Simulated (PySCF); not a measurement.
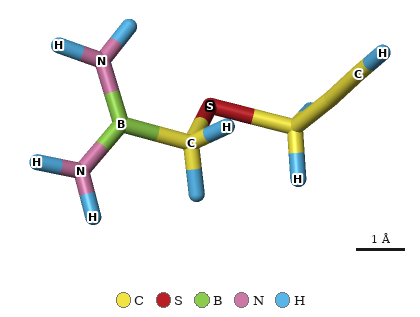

*The structure as given in the input (stick view, seen at a tilt).*

## Excited-state calculation, with input and output: C4H9BN2S

C4H9BN2S, computed with TDDFT CAM-B3LYP/def2-SVPD, vertical, gas phase, core orbitals frozen in the response (PySCF 2.14.0).

The geometry comes from this level: GFN2-xTB. It belongs to a series of runs on one base structure; here: constitutional isomer.

## Output
```
coarse grid: 14760 points
cycle   1  E = -689.7885490780  dE =  1.071e+00  |g| = 5.454e-01  |ddm| = 9.740e+00
cycle   2  E = -689.8033307625  dE = -1.478e-02  |g| = 5.312e-01  |ddm| = 2.035e+00
cycle   3  E = -689.8649764977  dE = -6.165e-02  |g| = 7.196e-02  |ddm| = 8.224e-01
cycle   4  E = -689.8657446322  dE = -7.681e-04  |g| = 5.108e-02  |ddm| = 1.623e-01
cycle   5  E = -689.8663662431  dE = -6.216e-04  |g| = 1.233e-02  |ddm| = 1.191e-01
cycle   6  E = -689.8664023967  dE = -3.615e-05  |g| = 1.885e-03  |ddm| = 2.928e-02
cycle   7  E = -689.8664035235  dE = -1.127e-06  |g| = 5.206e-04  |ddm| = 8.142e-03
final grid: 138120 points
cycle   8  E = -689.9511207308  dE = -3.792e-05  |g| = 4.357e-03  |ddm| = 1.060e-01
cycle   9  E = -689.9511211112  dE = -3.804e-07  |g| = 4.381e-03  |ddm| = 1.500e-02
cycle  10  E = -689.9511252005  dE = -4.089e-06  |g| = 2.874e-04  |ddm| = 5.054e-03
cycle  11  E = -689.9511252196  dE = -1.909e-08  |g| = 1.658e-04  |ddm| = 1.012e-03
cycle  12  E = -689.9511252259  dE = -6.225e-09  |g| = 7.102e-05  |ddm| = 4.217e-04
cycle  13  E = -689.9511252271  dE = -1.274e-09  |g| = 1.605e-05  |ddm| = 1.358e-04
cycle  14  E = -689.9511252272  dE = -8.117e-11  |g| = 6.038e-06  |ddm| = 4.614e-05
```

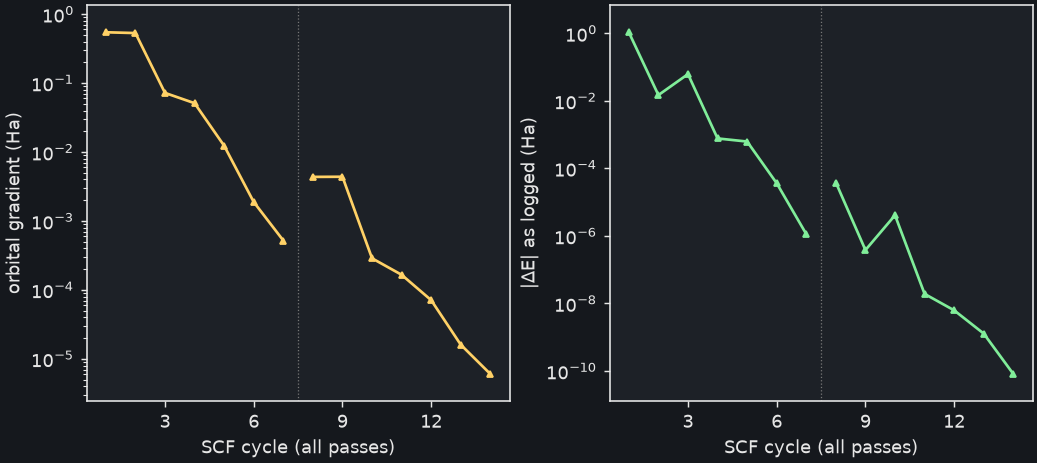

*Convergence of the self-consistent field: orbital gradient and size of the energy change against the SCF cycle. The dotted line marks the change from a coarse to the final integration grid.*

The first 7 cycles use a coarse grid, the final grid takes over at cycle 8, and the field converges after 14 cycles in all.

```
converged SCF energy = -689.9511252272

Static polarisability (au): isotropic 97.484, principal 84.485 93.049 114.918

Singlet excitations
state   eV       nm        f      main configurations
  1   5.2783    234.9   0.00314   H->L+1 0.40, H->L 0.17, H->L+2 0.15
  2   5.8735    211.1   0.03067   H->L+2 0.59, H->L+1 0.28
  3   6.0981    203.3   0.00129   H->L 0.40, H->L+1 0.21, H-1->L 0.17
  4   6.1557    201.4   0.00383   H-1->L 0.72
  5   6.3632    194.8   0.00179   H-3->L+1 0.46, H-2->L+1 0.17
  6   6.5948    188.0   0.01836   H->L+3 0.56, H->L 0.13
  7   6.6780    185.7   0.01838   H-2->L+1 0.23, H-2->L+5 0.15, H-3->L+1 0.15
  8   6.7909    182.6   0.01525   H->L+3 0.13, H-2->L+3 0.12, H-3->L+5 0.11

Triplet excitations (Tamm-Dancoff, eV): 4.7333 5.3029 5.4517
```

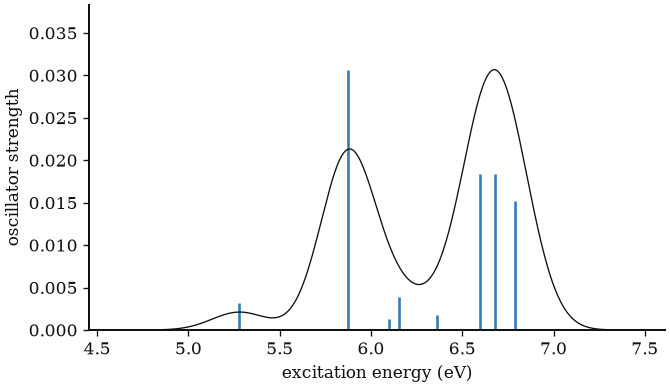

*Computed excitations as sticks (degenerate states added up, dark ones marked on the axis), with a Gaussian envelope of 0.35 eV full width at half maximum, scaled to the tallest.*

Of the 8 states the lowest lies at 5.28 eV (f = 0.003); the strongest line is at 5.87 eV, or 211 nm (f = 0.031).

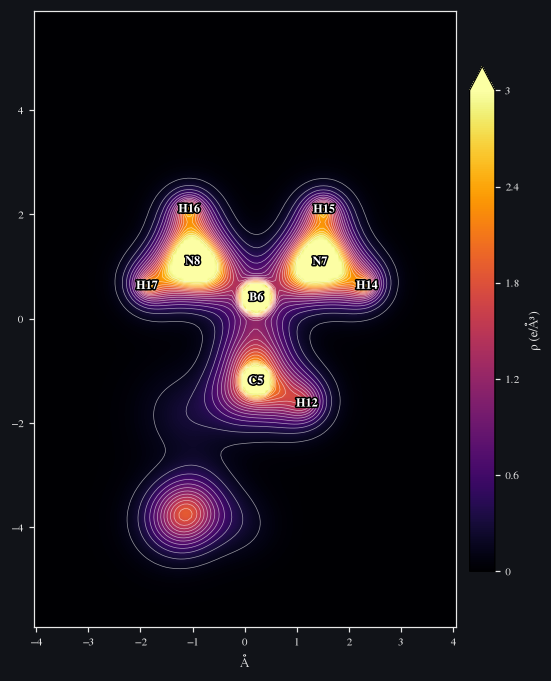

*Electron density on the plane of atoms B6, N7 and H14.*

C–B (1.60 Å): ρ at the midpoint is about 1.3 e/Å³.

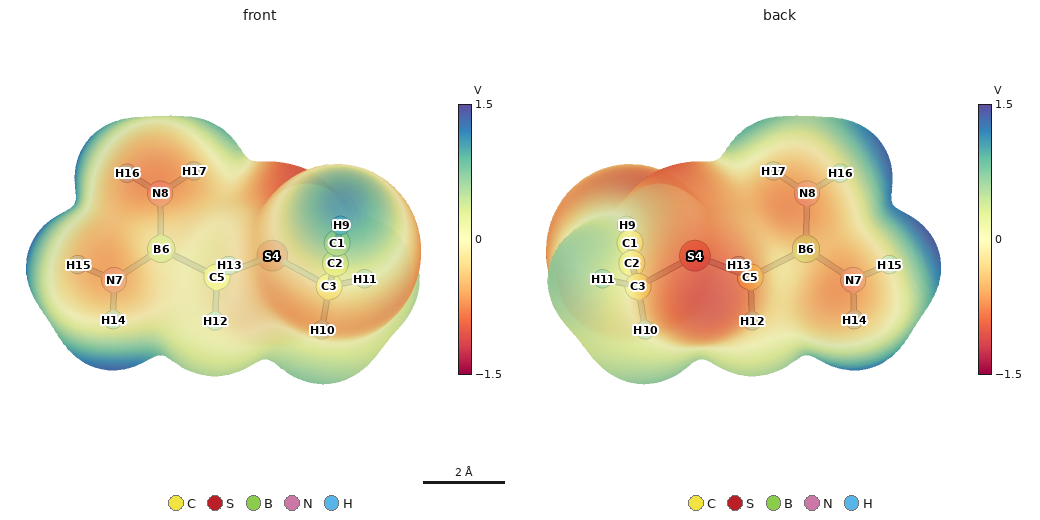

*The molecular electrostatic potential painted on the density surface at 0.001 e/bohr³, seen at a tilt and from behind; red is negative and blue positive.*

Its dipole moment is 1.77 D.

The run was set up as follows.

## The input
```
{"job": {"kind": "uv", "xc": "CAM-B3LYP", "basis": "def2-SVPD", "nstates": 8, "ntriplets": 3}, "charge": 0, "multiplicity": 1}
C      3.079148     0.927804     1.251129
C      2.782947     0.473288     0.183265
C      2.324839    -0.061269    -1.070183
S      0.561636     0.379049    -1.386853
C     -0.221450    -0.515789    -0.000589
B     -1.775883    -0.157400     0.132713
N     -2.703807    -1.185764     0.351851
N     -2.182014     1.179583     0.067010
H      3.381252     1.326688     2.172740
H      2.408548    -1.150466    -1.086721
H      2.883633     0.366513    -1.903156
H     -0.047308    -1.579262    -0.169988
H      0.325363    -0.214698     0.894362
H     -2.453974    -2.155336     0.411765
H     -3.688991    -1.024632     0.461650
H     -3.138386     1.479898     0.124545
H     -1.542549     1.923824    -0.144527
```

The first line tells a small driver script what to run in PySCF; the rest is the geometry in Å.

Command:
```bash
OMP_NUM_THREADS=1 python <driver script> task.json out
```

## Key numbers

| quantity | value |
| --- | --- |
| outcome | converged |
| total energy | −689.951125 hartree |
| HOMO | −7.65 eV |
| LUMO | 0.78 eV |
| dipole moment | 1.77 D |
| mean polarisability | 97.48 a.u. |
| lowest singlet excitation | 5.28 eV |
| hardware | 1 CPU thread, shared host |
| wall time | 1.8 min |
| peak memory | 1 GiB |
